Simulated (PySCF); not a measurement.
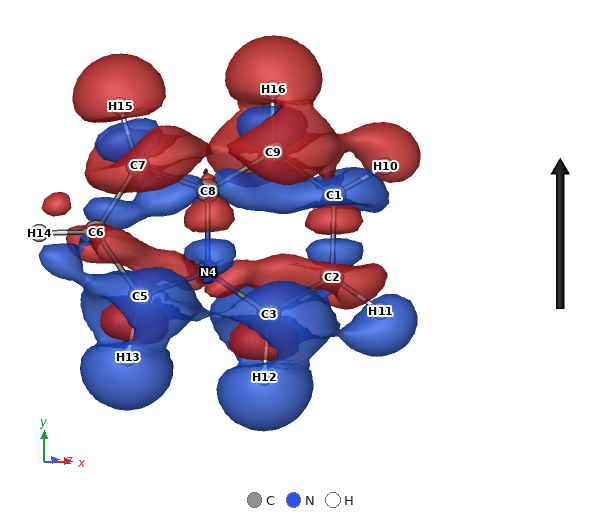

Figure. C₈H₇N, SMILES `c1ccn2cccc2c1`. Change of the electron density in a uniform field of 0.41 V/Å along +y (arrow), surfaces at ±0.003 e/Å³ (blue: gain, red: loss).

Method: HF/6-31+G*; geometry: GFN2-xTB; program: PySCF. No frequency check shows the geometry to be a minimum. The basis has diffuse s and p functions alone, which still leaves polarisabilities too small, most of all across bonds.

Input script:

```python
import numpy as np
from pyscf import gto, scf, dft
from pyscf.scf import atom_ks, atom_hf
from scipy.linalg import block_diag

def solve(mol, dm0=None, hcore=None):
    mf = scf.UHF(mol) if mol.spin else scf.RHF(mol)
    mf = mf.density_fit(auxbasis='def2-universal-jkfit')
    mf.conv_tol, mf.max_cycle = 1e-8, 80
    if hcore is not None:
        mf.get_hcore = lambda *args: hcore
    mf.kernel(dm0)
    if not mf.converged:
        mf = mf.newton().run(mf.mo_coeff, mf.mo_occ, max_cycle=30)
    assert mf.converged, 'SCF not converged'
    return mf

mol = gto.M(atom='''
C      2.12082     0.69225     0.00000
C      2.07676    -0.72246     0.00000
C      0.88362    -1.36967     0.00000
N     -0.27670    -0.66309     0.00000
C     -1.55602    -1.09921     0.00000
C     -2.39127    -0.00214     0.00000
C     -1.59944     1.14750     0.00000
C     -0.27538     0.73375     0.00000
C      0.95914     1.40635     0.00000
H      3.07740     1.19048     0.00000
H      2.99366    -1.28921     0.00000
H      0.79445    -2.44613     0.00000
H     -1.79198    -2.14548     0.00000
H     -3.46370    -0.03518     0.00000
H     -1.93898     2.16382     0.00000
H      0.95656     2.48512     0.00000
''', basis='6-31+g*', charge=0, spin=0, verbose=4)
field = np.array([-0.0, -0.008, -0.0])  # atomic units
mol.set_common_orig(mol.atom_charges() @ mol.atom_coords() / mol.atom_charges().sum())
mf = solve(mol)
out = dict(dm0=mf.make_rdm1(), d0=mf.dip_moment(unit='AU'), e0=mf.e_tot)
for name, sign in (('p', 1), ('m', -1)):
    h = mf.get_hcore() + sign * np.einsum('x,xij->ij', field, mol.intor('int1e_r'))
    mi = solve(mol, mf.make_rdm1(), h)
    out.update({'dm' + name: mi.make_rdm1(), 'd' + name: mi.dip_moment(unit='AU'), 'e' + name: mi.e_tot})
# spherically averaged free atoms, for the promolecule
atm = scf.atom_hf.get_atm_nrhf(mol)
pro = block_diag(*[(atm[a[0]][2] * atm[a[0]][3]) @ atm[a[0]][2].T for a in mol._atom])
np.savez('result.npz', pro=pro, **out)
```

Command:

```sh
OMP_NUM_THREADS=1 python input.py
```

The run took 8.4 s on 1 thread of Intel(R) Xeon(R) Platinum 8375C CPU @ 2.90GHz (Ice Lake), with other jobs on the host, peak memory 0.5 GiB.

Partitions, critical points and surface values were worked out afterwards from this run's density.

The field was applied in both directions; the picture shows the one opposite to the script's first.

What dipole is induced, and what polarisability does it imply?

The induced dipole is 1.95 D (along the field); α along this axis, from the fields in both directions, is 96 bohr³ (14.2 Å³).
